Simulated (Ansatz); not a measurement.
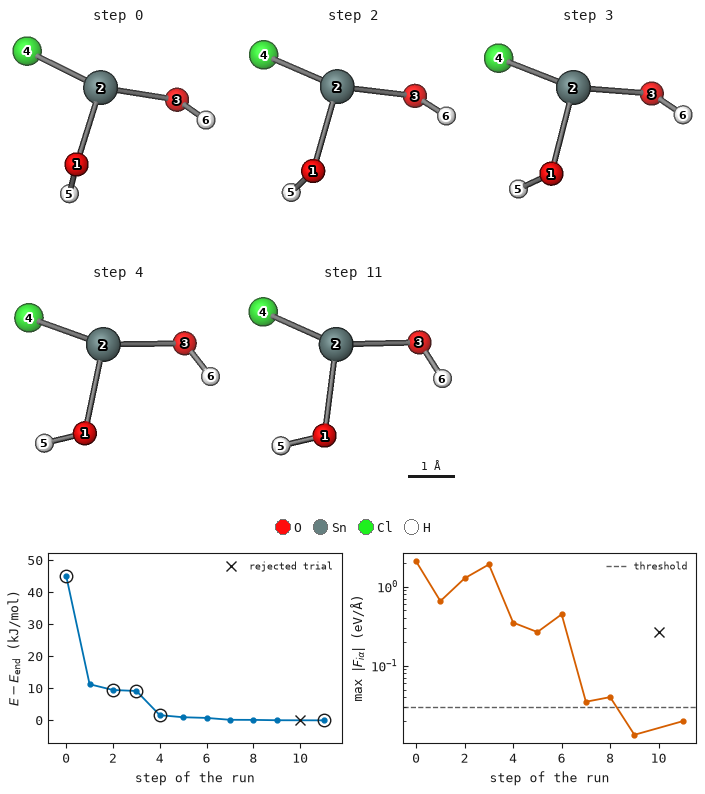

Frames of a relaxation of SnH$_{2}$O$_{2}$Cl (multiplicity 2) (coarse preliminary run), marked on the history of the run. A ball-and-stick model, seen at a tilt.

The start comes from a force field.

The calculation used Ansatz, UKS PBE-D4/def2-SVP. Set-up: force threshold 0.03 eV/Å; at most 200 steps.

### What happens along the run?

The largest move after the best rigid fit is that of H5, 0.68 Å. By element the largest moves are H 0.68 Å, O 0.55 Å, Cl 0.17 Å, Sn 0.09 Å. Near-neighbour distances that change, for instance: Sn2–Cl4 2.293 → 2.411 Å, O1–Sn2 1.923 → 2.034 Å, Sn2–O3 1.960 → 2.027 Å, O3–H6 1.024 → 0.981 Å. Bond angles that change, for instance: O1–Sn2–O3 108.7° → 101.9°, Sn2–O1–H5 106.8° → 110.4°, Sn2–O3–H6 104.6° → 108.1°. Groups turn about O1–Sn2 by about 95°, Sn2–O3 by about 30°. The energy falls by 45.1 kJ/mol in 10 accepted moves (11 points after the start). The largest force component goes from 2.1 to 0.02 eV/Å. The line search rejected the trial step at point 10 of the run. The forces were under the threshold at step 9, but the run went on from there. The run took 14 s on 4 threads of Intel Xeon Platinum 8259CL @ 2.50GHz, on a shared host. From step 0 to 2: H5 moves most (0.29 Å), energy −35.7 kJ/mol. From step 2 to 3: H5 moves most (0.19 Å), energy −0.30 kJ/mol. From step 3 to 4: O3 moves most (0.20 Å), energy −7.56 kJ/mol. From step 4 to 11: H5 moves most (0.22 Å), energy −1.62 kJ/mol.

| step | E − E(0), kJ/mol | largest force component, eV/Å | note |
| --- | --- | --- | --- |
| 0 | 0.00 | 2.0773 |  |
| 1 | -33.85 | 0.6551 |  |
| 2 | -35.66 | 1.2720 |  |
| 3 | -35.96 | 1.9015 |  |
| 4 | -43.52 | 0.3508 |  |
| 5 | -44.17 | 0.2665 |  |
| 6 | -44.38 | 0.4464 |  |
| 7 | -44.97 | 0.0351 |  |
| 8 | -44.99 | 0.0402 |  |
| 9 | -45.10 | 0.0134 |  |
| 10 | -44.99 | 0.2678 | rejected |
| 11 | -45.14 | 0.0200 |  |
